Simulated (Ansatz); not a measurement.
CH₅AlO (SMILES C[O][AlH2])

The calculation's input:

```
crystal:
  periodic: [false, false, false]
  atoms:
    - {symbol: C, position_ang: [-0.458701, 1.087280, -0.422268]}
    - {symbol: O, position_ang: [-0.579766, -0.252191, -0.043855]}
    - {symbol: Al, position_ang: [0.505619, -1.418557, 0.507597]}
    - {symbol: H, position_ang: [-0.793323, 1.217557, -1.456709]}
    - {symbol: H, position_ang: [0.573285, 1.454590, -0.349864]}
    - {symbol: H, position_ang: [-1.088263, 1.716895, 0.215156]}
    - {symbol: H, position_ang: [2.031567, -1.021609, 0.673239]}
    - {symbol: H, position_ang: [-0.098216, -2.841165, 0.820805]}
basis:
  gaussian: {orbitals: def2-TZVPP}
hamiltonian: {xc: pbe0, dispersion: d4}
output: {orbitals: {seedname: orbitals}}
```

Command:

```sh
ansatz run in.yaml --threads 4 --pin off --events-out ev --progress --plain --max-ram 10444MiB
```

Geometry: PBE0-D4/def2-TZVP.

Theory: RKS PBE0-D4/def2-TZVPP (Ansatz).

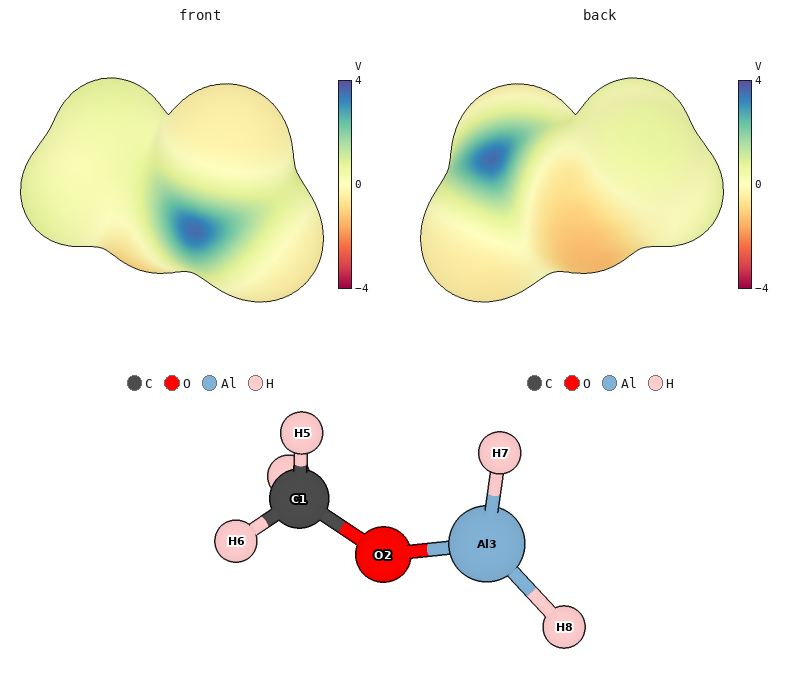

Figure 1. The molecular electrostatic potential painted on the density surface at 0.002 e/bohr³, seen from the front and from behind; red is negative and blue positive. The bare structure is drawn below in the same view.

Where is the surface potential most negative and most positive?

The most negative region (about −1.3 V) lies over O2, the most positive (about +3.4 V) over Al3. O2 is the likeliest acceptor of a hydrogen bond.

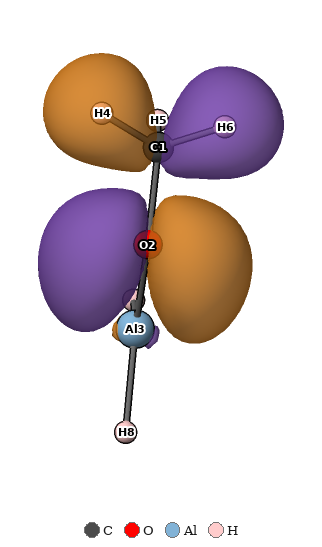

Figure 2. The HOMO−1 at ±0.1 Å⁻³ᐟ² (orange and purple are the two phases), seen at an oblique angle.

Where does this orbital lie, and at what energy?

Its weight (Hirshfeld) is mainly on O2 (about 55 %), C1 (about 15 %), H4 (about 10 %) and H6 (about 10 %). Its energy is −8.23 eV.

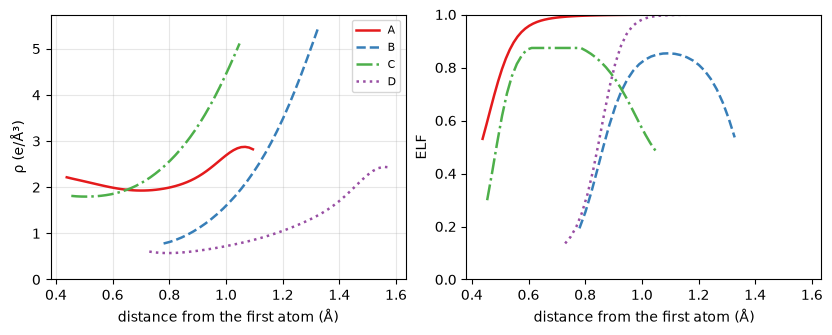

Figure 3. Total electron density and electron localisation function along straight lines between neighbouring atoms. The curves leave out the atomic cores.

Which curve belongs to which contact (Al–H, Al–O, C–H and C–O)? The first atom named is at distance zero.

Curve A: C–H (1.09 Å): the density is about 2.1 e/Å³ at the midpoint; the ELF climbs to about 1 towards the hydrogen, as it does in any bond to H; a covalent bond by its length. Curve B: Al–O (1.69 Å): ρ at the midpoint is about 0.91 e/Å³; the ELF peaks at about 0.85 in the valence shell of O, 0.6 Å from its nucleus, and is about 0.40 at the midpoint. Curve C: C–O (1.40 Å): the density is about 2.1 e/Å³ at the midpoint, with its minimum of 1.8 e/Å³ about 0.5 Å from C; the ELF peaks at about 0.85 between the atoms, as expected for a shared but strongly polarised pair. Curve D: Al–H (1.58 Å): the density is about 0.57 e/Å³ at the midpoint; the ELF climbs to about 1 towards the hydrogen.
